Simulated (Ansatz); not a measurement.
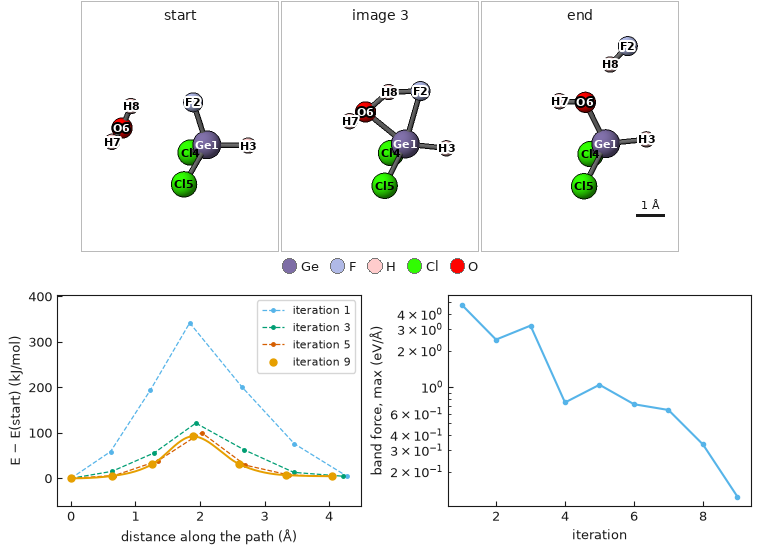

A nudged-elastic-band calculation for GeH3OCl2F, made up at the start of GeHCl$_{2}$F and H2O. Images are numbered from 0 (start) to 6 (end). The plot follows the band through its iterations. Style: ball-and-stick. Shown from a free direction.

Level of theory: RKS PBE0-D4/def2-mTZVP (Ansatz). Settings: 5 movable images; climbing image; force threshold 0.2 eV/Å; iteration limit 60; starting path through a guess of the saddle point.

Did the band converge, and can the barrier be trusted?

Answer. The run met only a loose threshold, so the barrier can't be trusted yet. The band converged in 9 iterations. The largest component of the band force went from 4.8 to 0.12 eV/Å. The climbing image converged on the top of the path. Its curvatures weren't checked. The force threshold is so loose that the height of the top is at best an upper bound. The first iteration put the highest image at 341.9 kJ/mol. The energy climbs by 92.3 kJ/mol to image 3 and then falls by 87.6 kJ/mol, so the end point sits at +4.7 kJ/mol.

Limits of the set-up: the start holds two separate molecules, 2.3 Å apart at their closest, whose relative position is a soft coordinate.

Cost: 110 s on 4 threads of Arm Neoverse V2, with other jobs on the host, peak memory 0.37 GiB.
